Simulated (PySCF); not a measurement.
# C4H6: the cost of one run

Programs: PySCF 2.14.0, with routines of our own; each step states its level. All values are computed. Atoms count from 0.

## (1) The starting structure

10 atoms, charge 1, multiplicity 2; geometry from: GFN2-xTB.

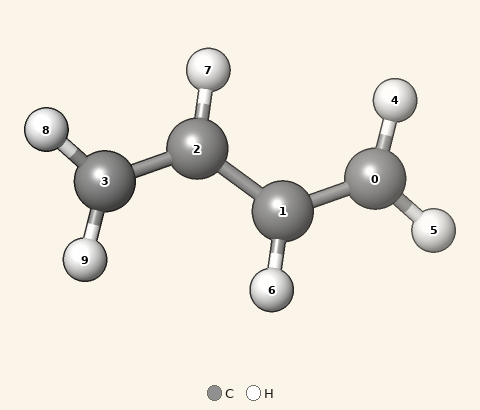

The starting geometry (carbon grey, hydrogen white).

## (2) Open-shell or spin-flip excitations: unrestricted TDA B3LYP/def2-SVPD

The job: settings as JSON, then the geometry in Å.

```
{"job": {"kind": "uabs", "xc": "B3LYP", "basis": "def2-SVPD", "nstates": 10, "tda": true}, "charge": 1, "multiplicity": 2}
C     -1.747341    -0.469140     0.428708
C     -0.471854    -0.526528    -0.034657
C      0.473205     0.527703     0.109533
C      1.749139     0.470474    -0.352789
H     -2.217203     0.457005     0.733882
H     -2.353576    -1.361872     0.509917
H     -0.130939    -1.423633    -0.545210
H      0.132968     1.423657     0.622325
H      2.356455     1.362685    -0.433398
H      2.218028    -0.455697    -0.659492
```

With the program's defaults for keys left out, this is: unrestricted TDA B3LYP/def2-SVPD, vertical, gas phase, core orbitals frozen in the response.

The run is started by

```
$ OMP_NUM_THREADS=1 python excited_run.py task.json out
```

One launch serves the whole session: the jobs run in the order shown.

**Question.** How long does this first job take on 1 thread of Intel Xeon Platinum 8488C, shared host, and how much memory does it need?

About 20 s, with a peak of 0.52 GiB.
